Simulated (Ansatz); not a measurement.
**CH6O3Si: molecular dynamics**

Purpose: to follow the molecule's vibrations and see whether its bonds hold. The start is relaxed first. Runs: 300 steps of 0.5 fs under a Langevin thermostat at 500 K. SMILES of the start: CO[SiH](O)O.

Program: Ansatz 0.2.0. Level of theory: RKS PBE0-D4/STO-3G. These are calculated values, not measurements.

**1. Starting point**

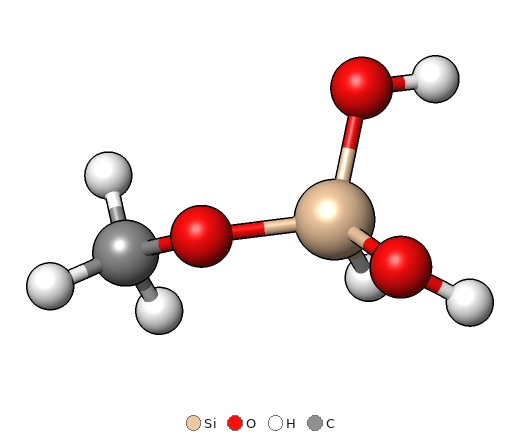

The starting structure, seen from a chosen angle (silicon light orange, oxygen red, hydrogen white, carbon grey).

As a file:

```xyz
11

Si    0.0000    0.0000    0.0000
O     0.0000    0.0000    1.6800
H    -0.9095   -0.2814    2.0171
O     1.5842    0.0000   -0.5594
C     2.3503   -1.1632   -0.8360
H     1.7187   -1.9052   -1.3675
H     3.2179   -0.8926   -1.4733
H     2.7141   -1.6023    0.1163
O    -0.7913    1.3709   -0.5594
H    -1.7491    1.1401   -0.7818
H    -0.6877   -1.1914   -0.4862
```

**2. Relaxing the start**

input.yaml

```yaml
crystal:
  periodic: [false, false, false]
  atoms:
    - { symbol: Si, position_ang: [0.0, 0.0, 0.0] }
    - { symbol: O, position_ang: [0.0, 0.0, 1.68] }
    - { symbol: H, position_ang: [-0.9095, -0.2814, 2.0171] }
    - { symbol: O, position_ang: [1.5842, 0.0, -0.5594] }
    - { symbol: C, position_ang: [2.3503, -1.1632, -0.836] }
    - { symbol: H, position_ang: [1.7187, -1.9052, -1.3675] }
    - { symbol: H, position_ang: [3.2179, -0.8926, -1.4733] }
    - { symbol: H, position_ang: [2.7141, -1.6023, 0.1163] }
    - { symbol: O, position_ang: [-0.7913, 1.3709, -0.5594] }
    - { symbol: H, position_ang: [-1.7491, 1.1401, -0.7818] }
    - { symbol: H, position_ang: [-0.6877, -1.1914, -0.4862] }
basis:
  gaussian: { orbitals: STO-3G }
hamiltonian:
  xc: pbe0
  dispersion: d4
relax:
  f_tol: 0.02
  max_steps: 40
output:
  orbitals: {}
```

Launch:

```console
> ansatz run input.yaml --threads 1 --pin off --max-ram 2048MiB --backend cpu --events-out ev --progress --plain --runs-dir out
```

Standard output (excerpt; [...] marks lines left out):

```text
Warning: RAYON_NUM_THREADS=1 ignored (pool sized by the plan → 1); use --threads N
[...]
Functional definition: PBE0
[...]
505 factors; integrals over basis functions are off by at most 1.1e-5 eV
[...]
mean field -14953.91497947 eV, -549.5462393679 hartree, gradient 2.4e-5 eV, S^2 0.000000; 0 other end points of the search recorded, 0 dependent functions left out
[...]
reference -14953.91499753 eV, -549.5462400317 hartree; 25, 25 occupied and 10, 10 virtual orbitals, 505 factors
relax step   1: F+E_penalty+E_count = -14954.08170964 eV  Δ(F+E_penalty+E_count) = +0.000e0 eV  max|allowed force component| = 2.338e0 eV/Å  Δτ_max = 0.0000 Å  (22 SCF iters, accepted)
[...]
relax step   3: F+E_penalty+E_count = -14954.39515126 eV  Δ(F+E_penalty+E_count) = -5.080e-2 eV  max|allowed force component| = 3.272e-1 eV/Å  Δτ_max = 0.1016 Å  (24 SCF iters, accepted)
[...]
relax step   5: F+E_penalty+E_count = -14954.42754336 eV  Δ(F+E_penalty+E_count) = -1.566e-2 eV  max|allowed force component| = 1.095e-1 eV/Å  Δτ_max = 0.1304 Å  (25 SCF iters, accepted)
[...]
relax step   7: F+E_penalty+E_count = -14954.43498959 eV  Δ(F+E_penalty+E_count) = -1.687e-3 eV  max|allowed force component| = 4.217e-1 eV/Å  Δτ_max = 0.0492 Å  (24 SCF iters, accepted)
[...]
relax step   9: F+E_penalty+E_count = -14954.42994022 eV  Δ(F+E_penalty+E_count) = +5.066e-3 eV  max|allowed force component| = 8.848e-1 eV/Å  Δτ_max = 0.1960 Å  (29 SCF iters, rejected (line search))
[...]
relax step  10: F+E_penalty+E_count = -14954.44782979 eV  Δ(F+E_penalty+E_count) = -1.282e-2 eV  max|allowed force component| = 1.010e-1 eV/Å  Δτ_max = 0.0926 Å  (25 SCF iters, accepted)
[...]
relax step  11: F+E_penalty+E_count = -14954.44684590 eV  Δ(F+E_penalty+E_count) = +9.839e-4 eV  max|allowed force component| = 5.097e-1 eV/Å  Δτ_max = 0.1000 Å  (25 SCF iters, rejected (line search))
[...]
507 factors; integrals over basis functions are off by at most 1.9e-5 eV
mean field -14954.28312358 eV, -549.5597684142 hartree, gradient 2.0e-5 eV, S^2 0.000000; 0 other end points of the search recorded, 0 dependent functions left out
[...]
reference -14954.28314115 eV, -549.5597690600 hartree; 25, 25 occupied and 10, 10 virtual orbitals, 507 factors
```

**3. The log goes on: start relaxed**

The log, continued (excerpt; [...] marks lines left out):

```text
relax step  12: F+E_penalty+E_count = -14954.45145358 eV  Δ(F+E_penalty+E_count) = -3.624e-3 eV  max|allowed force component| = 7.021e-2 eV/Å  Δτ_max = 0.0500 Å  (24 SCF iters, accepted)
[...]
relax step  14: F+E_penalty+E_count = -14954.45918653 eV  Δ(F+E_penalty+E_count) = -4.345e-3 eV  max|allowed force component| = 1.293e-1 eV/Å  Δτ_max = 0.0747 Å  (24 SCF iters, accepted)
[...]
relax step  16: F+E_penalty+E_count = -14954.46789657 eV  Δ(F+E_penalty+E_count) = -3.321e-3 eV  max|allowed force component| = 1.905e-2 eV/Å  Δτ_max = 0.1342 Å  (25 SCF iters, accepted)
[...]
relax step  18: F+E_penalty+E_count = -14954.46826507 eV  Δ(F+E_penalty+E_count) = -3.685e-4 eV  max|allowed force component| = 2.876e-2 eV/Å  Δτ_max = 0.0272 Å  (24 SCF iters, accepted)
[...]
Atom 1 at     0.265747    -0.242700     1.639647 Å, force    -0.002331     0.001211    -0.002041 eV/Å
Atom 2 at    -0.645395    -0.330260     2.077956 Å, force    -0.001168    -0.000682     0.002434 eV/Å
Atom 3 at     1.410643     0.134841    -0.819004 Å, force     0.001060    -0.000249    -0.000900 eV/Å
Atom 4 at     2.203874    -1.076512    -0.784619 Å, force    -0.000325     0.000722     0.000431 eV/Å
Atom 5 at     1.695029    -1.953666    -1.239714 Å, force     0.000029     0.002254     0.001093 eV/Å
Atom 6 at     3.125820    -0.892262    -1.366470 Å, force    -0.001858     0.000109     0.000162 eV/Å
Atom 7 at     2.513664    -1.371569     0.240215 Å, force    -0.001320     0.000420    -0.001939 eV/Å
Atom 8 at    -1.009766     1.305218    -0.227065 Å, force     0.002020    -0.003032     0.002195 eV/Å
Atom 9 at    -1.283638     1.285193    -1.203856 Å, force     0.000605     0.000621    -0.002413 eV/Å
Atom 10 at    -0.749859    -1.283621    -0.549855 Å, force    -0.002742    -0.002370     0.000474 eV/Å
Dipole moment:    -0.314214    -0.341086    -0.165822 e Å
```

Wall time 49 s (1 thread of Arm Neoverse V1, shared host); peak memory 0.12 GiB.

Step by step:

```csv
step,energy from step 1 (eV),largest force component (eV/Å)
1,0.0000,2.3378
2,-0.2626,0.7690
3,-0.3134,0.3272
4,-0.3302,0.2248
5,-0.3458,0.1095
6,-0.3516,0.1443
7,-0.3533,0.4217
8,-0.3533,0.4475
9x,-0.3482,0.8848
10,-0.3661,0.1010
11x,-0.3651,0.5097
12,-0.3697,0.0702
13,-0.3731,0.0889
14,-0.3775,0.1293
15,-0.3829,0.0939
16,-0.3862,0.0191
17x,-0.3817,0.6902
18,-0.3866,0.0288
19,-0.3869,0.0298
20,-0.3870,0.0060
```

Step 1 is the start. 3 steps were tried and not accepted (9, 11, 17; marked x where the table lists them).

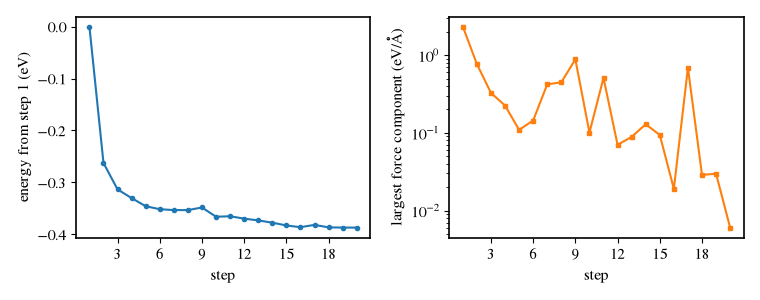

How energy and force went from step to step.

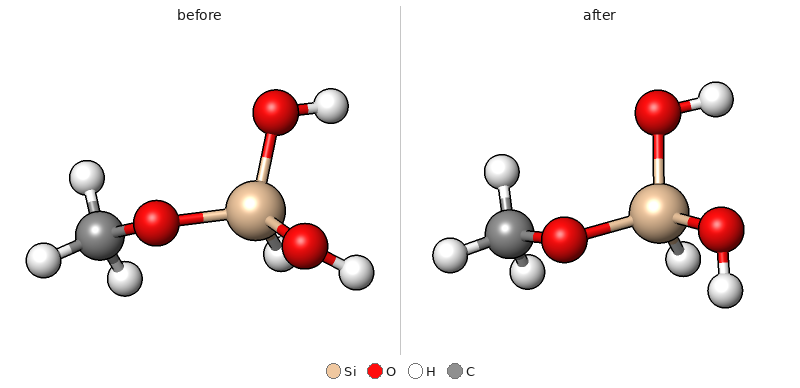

The structure before (left) and after (right), drawn at the same scale.

After: Bond lengths: Si1–O2 1.698 Å, O2–H3 1.015 Å, Si1–O4 1.707 Å, O4–C5 1.448 Å, C5–H6 1.112 Å, C5–H7 1.106 Å, C5–H8 1.111 Å, Si1–O9 1.699 Å, O9–H10 1.015 Å, Si1–H11 1.461 Å. Angles (14 of 15 angles, heavy atoms first): O2–Si1–O4 107.0°, O2–Si1–O9 107.5°, O4–Si1–O9 107.9°, Si1–O4–C5 110.6°, Si1–O2–H3 104.3°, O2–Si1–H11 112.4°, O4–Si1–H11 109.9°, O9–Si1–H11 111.9°, O4–C5–H6 113.6°, O4–C5–H7 107.7°, O4–C5–H8 113.4°, Si1–O9–H10 104.5°, H6–C5–H7 107.3°, H6–C5–H8 107.2°.

**4. The run**

300 steps of 0.5 fs under a Langevin thermostat at 500 K, from the relaxed start.

input.yaml

```yaml
crystal:
  periodic: [false, false, false]
  atoms:
    - { symbol: Si, position_ang: [-0.078517, -0.099763, -0.017435] }
    - { symbol: O, position_ang: [0.265747, -0.2427, 1.639647] }
    - { symbol: H, position_ang: [-0.645395, -0.33026, 2.077956] }
    - { symbol: O, position_ang: [1.410643, 0.134841, -0.819004] }
    - { symbol: C, position_ang: [2.203874, -1.076512, -0.784619] }
    - { symbol: H, position_ang: [1.695029, -1.953666, -1.239714] }
    - { symbol: H, position_ang: [3.12582, -0.892262, -1.36647] }
    - { symbol: H, position_ang: [2.513664, -1.371569, 0.240215] }
    - { symbol: O, position_ang: [-1.009766, 1.305218, -0.227065] }
    - { symbol: H, position_ang: [-1.283638, 1.285193, -1.203856] }
    - { symbol: H, position_ang: [-0.749859, -1.283621, -0.549855] }
basis:
  gaussian: { orbitals: STO-3G }
hamiltonian:
  xc: pbe0
  dispersion: d4
md:
  timestep: 0.5
  n_steps: 300
  ensemble: nvt_langevin
  temperature: 500.0
  initial_velocities: maxwell_boltzmann
  seed: 844853
  friction: 0.05
```

Launch:

```console
> ansatz run input.yaml --threads 1 --pin off --max-ram 2048MiB --backend cpu --events-out ev --progress --plain --runs-dir out
```

Standard output (excerpt; [...] marks lines left out):

```text
Warning: RAYON_NUM_THREADS=1 ignored (pool sized by the plan → 1); use --threads N
[...]
[... 1 set-up line as earlier in the session ...]
[...]
509 factors; integrals over basis functions are off by at most 9.9e-6 eV
[...]
mean field -14954.30080247 eV, -549.5604181015 hartree, gradient 4.0e-5 eV, S^2 0.000000; 0 other end points of the search recorded, 0 dependent functions left out
[...]
reference -14954.30082030 eV, -549.5604187569 hartree; 25, 25 occupied and 10, 10 virtual orbitals, 509 factors
md step     0: t =     0.00 fs  T =   454.5 K  F+E_penalty+E_count = -14954.46873047 eV  E_kin = 0.646300 eV  (21 SCF iters)
[...]
md step    21: t =    10.50 fs  T =   352.4 K  F+E_penalty+E_count = -14953.99663105 eV  E_kin = 0.501135 eV  (25 SCF iters, 3 dispersion substeps)
[...]
md step    42: t =    21.00 fs  T =   338.0 K  F+E_penalty+E_count = -14954.13831276 eV  E_kin = 0.480611 eV  (26 SCF iters, 3 dispersion substeps)
[...]
md step    63: t =    31.50 fs  T =   261.2 K  F+E_penalty+E_count = -14954.13589858 eV  E_kin = 0.371330 eV  (26 SCF iters, 3 dispersion substeps)
[...]
md step    84: t =    42.00 fs  T =   545.2 K  F+E_penalty+E_count = -14954.08416917 eV  E_kin = 0.775179 eV  (26 SCF iters, 3 dispersion substeps)
md step    85: t =    42.50 fs  T =   490.8 K  F+E_penalty+E_count = -14954.06650777 eV  E_kin = 0.697782 eV  (26 SCF iters, 3 dispersion substeps)
```

**5. More of the same log: dynamics from the start**

The log, continued (excerpt; [...] marks lines left out):

```text
md step    86: t =    43.00 fs  T =   440.5 K  F+E_penalty+E_count = -14954.06546427 eV  E_kin = 0.626363 eV  (26 SCF iters, 3 dispersion substeps)
[...]
md step   113: t =    56.50 fs  T =   506.7 K  F+E_penalty+E_count = -14953.92104669 eV  E_kin = 0.720463 eV  (26 SCF iters, 3 dispersion substeps)
[...]
md step   140: t =    70.00 fs  T =   554.5 K  F+E_penalty+E_count = -14953.99436951 eV  E_kin = 0.788442 eV  (26 SCF iters, 3 dispersion substeps)
[...]
md step   167: t =    83.50 fs  T =   420.0 K  F+E_penalty+E_count = -14953.92121679 eV  E_kin = 0.597156 eV  (26 SCF iters, 3 dispersion substeps)
[...]
md step   194: t =    97.00 fs  T =   416.1 K  F+E_penalty+E_count = -14954.12198242 eV  E_kin = 0.591647 eV  (26 SCF iters, 3 dispersion substeps)
md step   195: t =    97.50 fs  T =   454.5 K  F+E_penalty+E_count = -14954.14071453 eV  E_kin = 0.646255 eV  (26 SCF iters, 3 dispersion substeps)
md step   196: t =    98.00 fs  T =   436.6 K  F+E_penalty+E_count = -14954.13726910 eV  E_kin = 0.620816 eV  (26 SCF iters, 3 dispersion substeps)
```

**6. More of the same log: dynamics from the start**

The log, continued (excerpt; [...] marks lines left out):

```text
md step   197: t =    98.50 fs  T =   416.7 K  F+E_penalty+E_count = -14954.11715290 eV  E_kin = 0.592427 eV  (26 SCF iters, 3 dispersion substeps)
[...]
md step   219: t =   109.50 fs  T =   413.9 K  F+E_penalty+E_count = -14954.10621779 eV  E_kin = 0.588489 eV  (26 SCF iters, 3 dispersion substeps)
[...]
md step   241: t =   120.50 fs  T =   425.8 K  F+E_penalty+E_count = -14953.99726432 eV  E_kin = 0.605368 eV  (26 SCF iters, 3 dispersion substeps)
[...]
md step   263: t =   131.50 fs  T =   506.9 K  F+E_penalty+E_count = -14953.84173128 eV  E_kin = 0.720710 eV  (26 SCF iters, 3 dispersion substeps)
[...]
md step   299: t =   149.50 fs  T =   568.1 K  F+E_penalty+E_count = -14954.07339457 eV  E_kin = 0.807781 eV  (27 SCF iters, 3 dispersion substeps)
[...]
Atom 1 at    -0.048665    -0.580922     1.551561 Å, force     0.547775    -1.963429     0.287598 eV/Å
Atom 2 at     0.222914    -1.591060     1.364505 Å, force    -0.520767     1.906896     0.543194 eV/Å
Atom 3 at     1.423565     0.216666    -0.803576 Å, force     0.627696    -0.173154    -0.173567 eV/Å
Atom 4 at     2.414430    -0.872513    -0.626585 Å, force    -2.728454     0.922102     0.735843 eV/Å
Atom 5 at     2.029562    -1.879127    -0.866785 Å, force    -0.107933    -0.194573    -0.075937 eV/Å
Atom 6 at     3.285506    -0.700720    -1.231189 Å, force     0.868403     0.489329    -0.873744 eV/Å
Atom 7 at     2.715729    -0.856756     0.414227 Å, force     0.670275    -0.463352     0.948807 eV/Å
Atom 8 at    -0.908178     1.549341    -0.086740 Å, force     0.281679    -0.547752     0.033172 eV/Å
Atom 9 at    -1.325650     1.576303    -1.027163 Å, force     0.421254    -0.240406     0.596874 eV/Å
Atom 10 at    -0.790318    -0.898683    -0.928835 Å, force    -0.318915    -0.289401     0.169609 eV/Å
Dipole moment:    -0.037366    -0.453413    -0.184719 e Å
```

It took 11 min on 1 thread of Arm Neoverse V1, shared host; peak memory 0.099 GiB.

**7. The trajectory**

One step in 16; energies are changes from step 0:

```csv
time (fs),T (K),potential energy change (meV/atom)
0.0,455,0.0
8.0,346,41.0
16.0,369,35.3
24.0,294,29.7
32.0,258,32.0
40.0,472,19.7
48.0,466,35.6
56.0,454,53.0
64.0,519,45.4
72.0,531,49.0
80.0,392,59.1
88.0,433,39.5
96.0,381,34.9
104.0,383,31.3
112.0,320,48.9
120.0,347,45.6
128.0,395,49.9
136.0,377,54.8
144.0,394,62.2
150.0,681,35.7
```

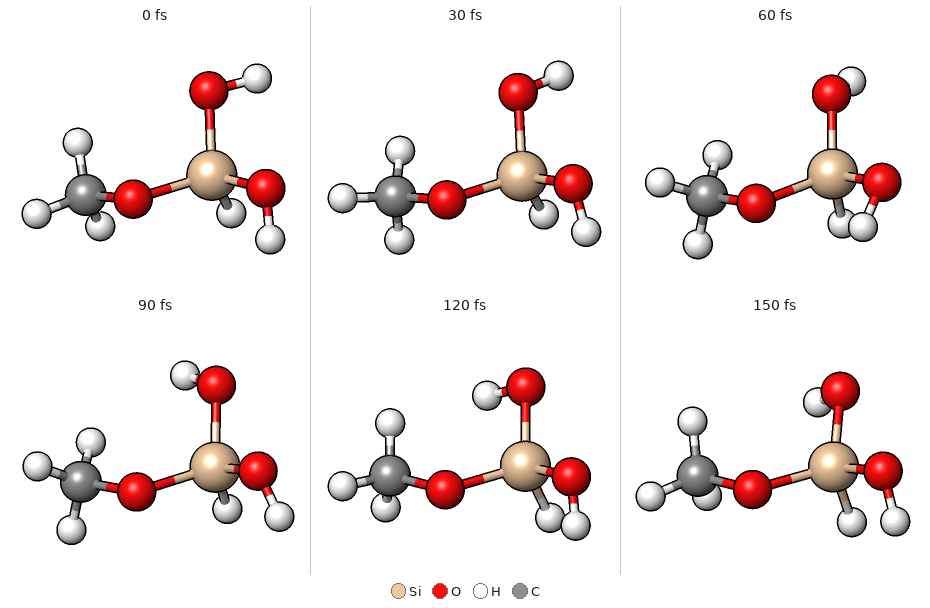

The system at six times, viewed from a chosen angle. Sticks join atoms within a bonding distance in each frame.

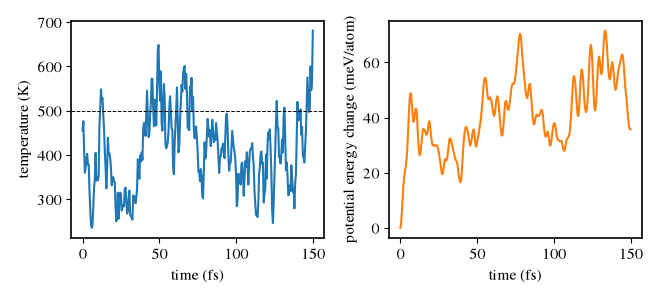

Traces against time; each panel has its own scale. The dashed line is the set temperature.

**8. Positions and forces**

Extended XYZ, with forces in eV/Å:

```xyz
11
time_fs=19.0 T=331 dE=0.4259
Si   -0.115   -0.135   -0.009    1.582    1.152   -1.804
O     0.240   -0.188    1.629   -0.225   -0.596    0.496
H    -0.667   -0.524    1.936    0.021   -0.068    0.887
O     1.396    0.219   -0.814   -1.651    0.908    0.455
C     2.175   -0.951   -0.810    1.353   -1.386    2.492
H     1.889   -1.732   -1.483   -0.747   -1.010   -1.503
H     3.220   -0.734   -1.012    0.735    0.575   -0.579
H     2.250   -1.498    0.179   -0.309    0.569   -0.364
O    -0.986    1.320   -0.127    0.724   -0.418    1.389
H    -1.518    1.269   -0.947   -1.076   -0.055   -1.760
H    -0.596   -1.385   -0.618   -0.407    0.330    0.291
11
time_fs=37.5 T=399 dE=0.2399
Si   -0.085   -0.081    0.029   -0.908    0.828    0.095
O     0.313   -0.230    1.672   -1.255   -0.823    0.804
H    -0.552   -0.626    2.120    1.361    0.625   -0.784
O     1.366    0.257   -0.786   -0.670    0.859    0.294
C     2.233   -0.859   -0.778    0.467   -0.517   -1.004
H     1.952   -1.569   -1.546   -0.323   -0.948   -0.892
H     3.236   -0.547   -1.055    0.792    0.448    0.015
H     2.310   -1.443    0.124    0.063   -0.331    1.401
O    -0.958    1.370   -0.109    0.181   -0.048    1.234
H    -1.177    1.478   -1.071   -0.192    0.000   -1.116
H    -0.929   -1.177   -0.466    0.485   -0.094   -0.047
11
time_fs=56.0 T=454 dE=0.5829
Si   -0.052   -0.047    0.091    1.103   -0.607    0.169
O     0.256   -0.389    1.704   -0.220   -0.655    1.371
H    -0.352   -1.100    2.167    0.637    1.069   -1.558
O     1.391    0.291   -0.802   -0.334    0.622    0.732
C     2.262   -0.839   -0.744    1.302   -0.264   -0.276
H     2.123   -1.594   -1.530   -0.173    0.168   -0.949
H     3.327   -0.502   -0.781   -0.455   -0.064   -0.199
H     2.194   -1.467    0.134   -0.138   -0.179    1.426
O    -0.877    1.411   -0.038   -0.365   -0.209    0.352
H    -0.531    1.607   -0.958   -0.124    1.057   -0.947
H    -0.463   -1.161   -0.685   -1.232   -0.940   -0.120
11
time_fs=75.0 T=409 dE=0.6046
Si   -0.026   -0.134   -0.006   -2.211    1.482    3.526
O     0.191   -0.328    1.764   -0.065   -0.617   -2.853
H     0.321   -1.343    1.681    0.094   -0.131    1.014
O     1.378    0.289   -0.770    1.102   -0.561   -1.003
C     2.289   -0.829   -0.712    1.961    0.137    0.665
H     2.357   -1.454   -1.625   -0.130    0.391   -0.363
H     3.317   -0.366   -0.514   -1.000   -0.983   -0.276
H     2.082   -1.574    0.099    0.230    0.471   -0.039
O    -0.790    1.416    0.017   -0.328   -0.993   -1.136
H    -0.993    1.536   -0.987   -0.018    0.308    0.570
H    -0.738   -1.329   -0.518    0.365    0.495   -0.103
11
time_fs=94.0 T=493 dE=0.3799
Si   -0.077   -0.058    0.033    0.326    0.166   -1.395
O     0.148   -0.399    1.661   -0.046    0.084    0.613
H     0.699   -1.250    1.648   -0.028   -0.078    0.108
O     1.377    0.220   -0.794    1.117   -0.207   -0.153
C     2.405   -0.820   -0.705   -1.884   -0.852   -0.762
H     2.321   -1.567   -1.599    0.489    1.349    1.319
H     3.382   -0.293   -0.698    0.086   -0.545   -0.026
H     2.269   -1.456    0.215    0.689    0.363   -0.376
O    -0.742    1.484   -0.082   -0.533    0.461    0.480
H    -1.355    1.580   -0.886    0.293   -0.588    0.146
H    -0.714   -1.150   -0.675   -0.508   -0.153    0.046
11
time_fs=112.5 T=294 dE=0.5835
Si   -0.093    0.032   -0.006   -0.172   -2.400   -1.749
O     0.111   -0.503    1.597    0.734   -0.750    0.462
H     0.727   -1.356    1.553   -1.129    1.562   -0.322
O     1.408    0.225   -0.835   -0.317   -0.829    0.698
C     2.366   -0.849   -0.623    1.726   -0.075    0.377
H     2.243   -1.798   -1.267   -0.206    1.293    0.770
H     3.308   -0.322   -0.960   -0.274   -1.106    0.197
H     2.610   -1.215    0.471   -0.941    0.832   -1.863
O    -0.820    1.542   -0.171    0.058    0.419    1.197
H    -1.210    1.497   -1.091   -0.298    0.007   -0.605
H    -0.914   -1.013   -0.788    0.819    1.047    0.837
11
time_fs=131.0 T=486 dE=0.6133
Si   -0.115    0.033   -0.055   -0.540   -0.718    0.974
O     0.013   -0.547    1.609    0.508   -0.373   -0.567
H     0.465   -1.510    1.598   -0.887    1.949   -0.740
O     1.405    0.184   -0.816   -1.306    2.123   -0.370
C     2.376   -0.808   -0.630   -0.051    0.295    0.709
H     2.042   -1.736   -1.036   -0.144   -1.995   -0.732
H     3.284   -0.502   -1.125    0.878    0.248   -0.806
H     2.668   -0.974    0.401    0.143   -0.277    1.167
O    -0.950    1.585   -0.236    1.134   -1.443    0.377
H    -0.982    1.593   -1.261   -0.081    0.192    0.176
H    -0.971   -0.938   -0.744    0.346   -0.003   -0.187
11
time_fs=150.0 T=681 dE=0.3930
Si   -0.113    0.013   -0.022    0.259    0.554   -2.192
O    -0.049   -0.581    1.552    0.548   -1.963    0.288
H     0.223   -1.591    1.365   -0.521    1.907    0.543
O     1.424    0.217   -0.804    0.628   -0.173   -0.174
C     2.414   -0.873   -0.627   -2.728    0.922    0.736
H     2.030   -1.879   -0.867   -0.108   -0.195   -0.076
H     3.285   -0.701   -1.231    0.868    0.489   -0.874
H     2.716   -0.857    0.414    0.670   -0.463    0.949
O    -0.908    1.549   -0.087    0.282   -0.548    0.033
H    -1.326    1.576   -1.027    0.421   -0.240    0.597
H    -0.790   -0.899   -0.929   -0.319   -0.289    0.170
```

**9. Outcome**

```
                        quantity                          value
         relaxation of the start       16 moves, 0.387 eV lower
                          length            300 steps of 0.5 fs
temperature, first and last step                  455 and 681 K
        temperature, second half  mean 401 K, from 246 to 681 K
   potential energy, second half    +48 meV/atom from the start
          bonds formed or broken                              0
```

What this shows: Against a set 500 K the second half averages 401 K with a spread of 71 K. The bonding pattern survives the run. 150 fs on 11 atoms is far too short and small for converged averages. The nuclei move classically, without zero-point motion, which matters most for hydrogen. In so small a basis the energies are only a sketch.
